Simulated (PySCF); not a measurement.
Consider C5H8OSi (SMILES COC1=C[SiH2]C=C1).

The calculation's input:

```
{"job": {"kind": "uv", "xc": "PBE0", "basis": "def2-SVPD", "nstates": 8, "ntriplets": 3}, "charge": 0, "multiplicity": 1}
C      2.503112    -0.212075     0.634332
O      1.292558    -0.908539     0.791221
C      0.180364    -0.352241     0.247963
C      0.057346     0.798138    -0.438822
Si    -1.733801     1.031548    -0.930032
C     -2.158623    -0.598386    -0.077440
C     -1.050213    -1.123785     0.445988
H      3.265245    -0.808781     1.132741
H      2.761109    -0.099024    -0.423874
H      2.453246     0.778919     1.097604
H      0.886189     1.450617    -0.649052
H     -2.383147     2.186671    -0.306565
H     -1.971954     0.999273    -2.374646
H     -3.117250    -1.080933     0.009134
H     -0.988594    -2.053413     0.992191
```

Run with:

```sh
OMP_NUM_THREADS=1 python probes_run.py task.json out
```

Geometry: GFN2-xTB.

Method: PBE0/def2-SVPD, SCF density, gas phase (PySCF 2.14.0).

What will maps of the electron density and electron localisation function show?

C–C (1.33 Å): ρ is about 2.3 e/Å³ halfway; the ELF peaks at about 0.90 between the atoms; a short, multiple covalent bond.
C–O (1.36 Å): the density is about 2.3 e/Å³ at the midpoint, with its minimum of 1.9 e/Å³ about 0.5 Å from C; the ELF peaks at about 0.90 between the atoms, as expected for a polar covalent bond.
C–Si (1.87 Å): the density is about 0.94 e/Å³ at the midpoint; the ELF peaks at about 0.95 between the atoms (a covalent bond).
C–H (1.08 Å): the density is about 1.9 e/Å³ at the midpoint; the ELF climbs to about 1 towards the hydrogen, as it does in any bond to H; an ordinary covalent bond to hydrogen.

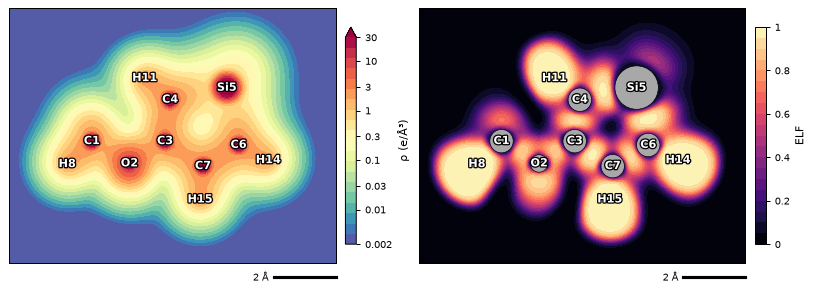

Computed electron density and electron localisation function on the plane of atoms C4, Si5 and C6, in this order. Grey discs cover the atomic cores in the ELF map. 
